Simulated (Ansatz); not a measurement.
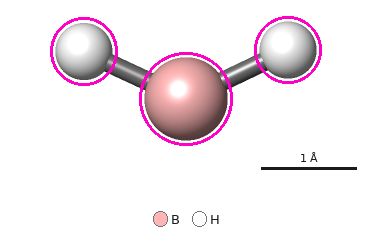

BH$_{2}$ (multiplicity 2): the H2–B1–H3 angle is varied, with the rest of the molecule carried along rigidly. The picture shows the minimum geometry. The ringed atoms are those of the scanned coordinate. The picture is a ball-and-stick view, seen onto the plane of the angle.

Levels of theory: CCSD(T), r2SCAN-D4, PBE-D4, PBE0-D4, wB97M-V, B3LYP-D4 (def2-TZVPP, Ansatz), on geometries moved rigidly from the minimum at PBE0-D4/def2-TZVP. Coupled cluster with a frozen core. Energies are counted from the PBE0-D4/def2-TZVP minimum geometry at the same level.

The input:
```yaml
crystal:
  periodic: [false, false, false]
  atoms:
    - {symbol: B, position_ang: [0.264671, -0.167405, 0.129534]}
    - {symbol: H, position_ang: [0.292401, 1.015071, 0.271046]}
    - {symbol: H, position_ang: [-0.557071, -0.847666, -0.400590]}
basis:
  gaussian: {orbitals: def2-TZVPP}
magnetization: {spin_polarized: true, initial_magnetization: 1}
correlation: {method: ccsd_t}
scf: {omitted_lower_state_checks: [cluster_reference]}
```

### Predict the energy profile (the angle: 111.5, 116.0, 120.5, 125.0, 129.5, 134.0, 138.5, 143.0, 147.5°).

Energies in kJ/mol.

```tsv
angle (°)	CCSD(T)	r2SCAN-D4	PBE-D4	PBE0-D4	wB97M-V	B3LYP-D4
111.5	11.8	11.8	12.1	12.1	12.6	12.3
116.0	6.2	6.4	6.6	6.6	7.0	6.7
120.5	2.5	2.7	2.9	2.8	3.1	2.8
125.0	0.5	0.6	0.8	0.7	0.8	0.7
129.5	0.0	0.0	0.0	0.0	0.0	0.0
134.0	0.9	0.7	0.5	0.7	0.5	0.7
138.5	3.1	2.5	2.0	2.4	2.1	2.4
143.0	6.2	5.2	4.5	5.1	4.7	5.2
147.5	10.1	8.5	7.5	8.6	8.0	8.6
```

With CCSD(T): the lowest computed point lies at the angle 129.5° (0.0 kJ/mol). The end points stand at 11.8 kJ/mol (111.5°) and 10.1 kJ/mol (147.5°). The curvature at the lowest point is about 2.3 eV/rad². At 111.5° the levels give CCSD(T) 11.8 kJ/mol, r2SCAN-D4 11.8 kJ/mol, PBE-D4 12.1 kJ/mol, PBE0-D4 12.1 kJ/mol, B3LYP-D4 12.3 kJ/mol, wB97M-V 12.6 kJ/mol. Closest to CCSD(T) there is r2SCAN-D4.

The computed profile:

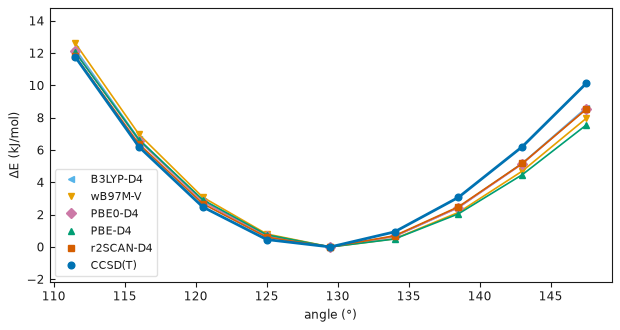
